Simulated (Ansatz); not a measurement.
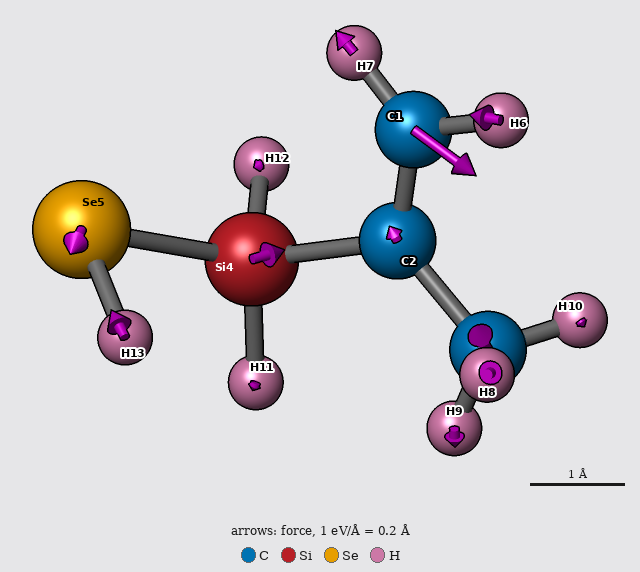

Starting geometry of C$_{3}$H$_{8}$SeSi with the computed forces as purple arrows. The picture is a ball-and-stick view, seen at a tilt.

The run prepares an end point of a later path (torsion) calculation, from a guessed geometry.

The calculation used RHF/def2-SVP (Ansatz 0.2.0).

Input file:
```yaml
crystal:
  periodic: [false, false, false]
  atoms:
    - { symbol: C, position_ang: [-0.3765, 0.3608, 1.5601] }
    - { symbol: C, position_ang: [-0.3942, 0.1105, 0.2424] }
    - { symbol: C, position_ang: [-1.1799, 0.9601, -0.7545] }
    - { symbol: Si, position_ang: [0.6701, -1.3311, -0.3501] }
    - { symbol: Se, position_ang: [2.7961, -1.0354, 0.1553] }
    - { symbol: H, position_ang: [-0.9975, 1.27, 1.9101] }
    - { symbol: H, position_ang: [0.144, -0.1947, 2.2748] }
    - { symbol: H, position_ang: [-0.7417, 2.0228, -0.703] }
    - { symbol: H, position_ang: [-1.0101, 0.6005, -1.7349] }
    - { symbol: H, position_ang: [-2.2281, 0.942, -0.473] }
    - { symbol: H, position_ang: [0.4507, -1.4871, -1.7824] }
    - { symbol: H, position_ang: [0.1246, -2.5544, 0.327] }
    - { symbol: H, position_ang: [2.7629, 0.3012, -0.6569] }
basis:
  gaussian: { orbitals: def2-SVP }
hamiltonian:
  xc: hf
relax:
  f_tol: 0.015
  max_steps: 40
```

Command:
```bash
ansatz run input.yaml --threads 2 --pin off --max-ram 3072MiB --backend cpu --events-out ev --progress --plain --runs-dir out
```

What follows when this structure is relaxed?

It isn't relaxed: the largest force vector, on C1, is 4.38 eV/Å. The final displacements have little in common with the starting forces (cosine between the two patterns 0.08). After 28 accepted moves (30 points after the start) the energy has fallen by 0.705 eV. The largest force component goes from 3 to 0.012 eV/Å. The line search rejected the trial steps at points 7, 13 of the run. The atom that moves furthest after the best rigid fit is H13 (1.25 Å). By element the largest moves are H 1.25 Å, Se 0.93 Å, C 0.77 Å, Si 0.29 Å. Some distances before and after: Se5–H13 1.564 → 1.456 Å, Si4–Se5 2.205 → 2.310 Å, C1–H6 1.155 → 1.086 Å, C3–H8 1.151 → 1.092 Å. Among the angles between lasting bonds that change: Si4–Se5–H13 88.6° → 95.1°, C2–C1–H6 115.9° → 121.8°, Se5–Si4–H11 112.6° → 107.1°. Groups turn about C2–Si4 by about 60°, C2–C3 by about 55°, Si4–Se5 by about 25°. The run took 69 s on 2 threads of Arm Neoverse V2, on a shared host, peak memory 0.34 GiB.
